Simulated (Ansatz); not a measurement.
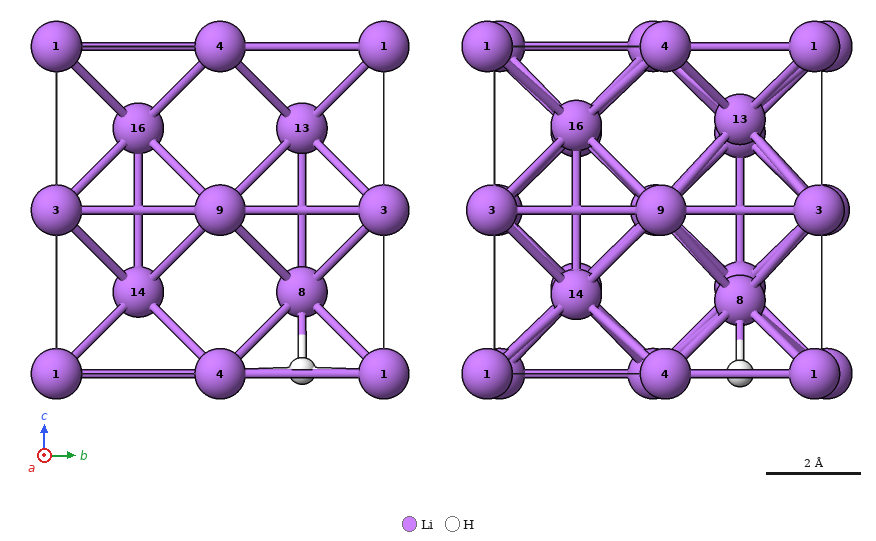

Two geometries of a defect cell of composition Li$_{16}$H, drawn at one scale. One is the start of a relaxation, the other its converged end. Style: ball-and-stick. Shown: the cell of the calculation, reduced to other axes, along the a axis. Lengths and directions refer to the drawn axes.

These are results of DFT LDA, scalar-relativistic, plane waves, PAW (Ansatz 0.2.0), not measurements. Set-up: plane-wave cutoff 420 eV; k-point mesh 3 × 3 × 3; occupations fermi dirac; smearing width 0.1 eV; no spin polarisation; atoms relaxed in a fixed cell; force threshold 0.03 eV/Å; at most 60 steps.

### Which one is relaxed?

The right one is the relaxed one. It is an interstitial H in bcc Li. The run prepares an end point of a later path (interstitial hop) calculation, from a guessed geometry. After 6 geometry steps the energy has fallen by 79.5 meV per cell of the calculation. The largest force component goes from 0.24 to 0.011 eV/Å. The forces were under the threshold at step 2, but the run went on from there. A Li atom moves most: 0.19 Å along +c. Largest moves by element: Li 0.19 Å, H 0.05 Å. The lattice vectors keep their values. Some distances before and after: Li–Li 3.490 → 3.121 Å, Li–Li 3.490 → 3.178 Å, Li–Li 3.490 → 3.276 Å, H–Li 2.018 → 1.808 Å. Bond angles that change, for instance: Li–H–Li 125.3° → 119.3°, Li–H–Li 128.3° → 123.3°, Li–H–Li 99.4° → 103.6°. The run took of the order of 29 core-seconds on a shared host.

Limits of the set-up: the periodic images lie only 7.0 Å apart, so the values are limited by the cell's size.
